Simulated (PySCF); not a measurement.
Mg(H)2, H2Mg, SMILES [MgH2], singlet, PBE0/def2-SVP optimised geometry. Atoms within 1.6 Å of the plane z = 1.2 Å (x, y, z in Å): Mg1 (0.00, 0.00, 0.00), H2 (1.71, 0.00, 0.00), H3 (-1.71, 0.00, 0.00).

Calculation: PBE0/def2-TZVP run with PySCF.

Map of the log10 of the electron density (e/bohr³), floored at −4 on the plane z = 1.2 Å:

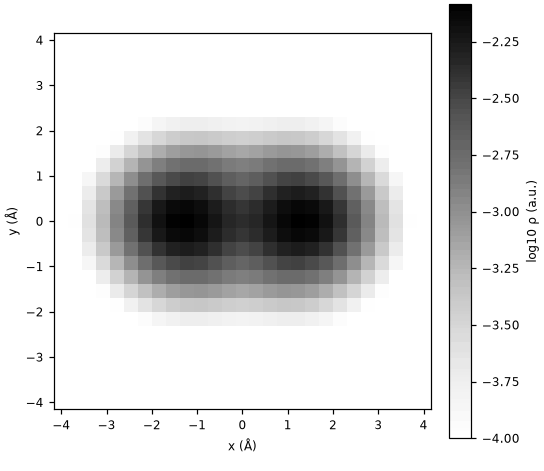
Log10 of the electron density (e/bohr³), floored at −4 on the plane z = 1.2 Å.
